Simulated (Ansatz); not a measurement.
Level of theory: PBE (plane waves to 420 eV, PAW; Ansatz, a first-principles code).

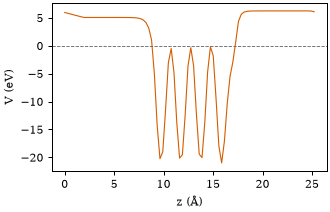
Plane-averaged electrostatic potential energy along the normal, in eV from the Fermi level, for O on the 1x1 (111) surface of fcc Ni, ferromagnetic, one in a 2x1 cell, started at the site 'hollow Ni-Ni-Ni over Ni at depth 4.0 Å'

Set-up: 9 atoms, 6.0 Å thick at the start under the adsorbate (thin: gaps and levels are the slab's own); mesh 7x14x1; 0.1 eV smearing; dipole correction on; 4 atoms held, the rest relaxed; start symmetry kept, larger cells not searched; spin-polarised, no spin-orbit, no U, no dispersion correction. At the end it is bonded to 3 Ni. In PBE it is, or lies within 0.03 eV of, the lowest of the starts that converged.

### Question
The surface cell has an area of 10.73 Å². What dipole along the normal does the step between the two vacuum levels imply?

### Answer
the top vacuum level lies 1.18 eV above the bottom one; p = −ε₀ A ΔV (ε₀ = 0.005526 e/(V·Å)) gives -0.07 e·Å a cell.
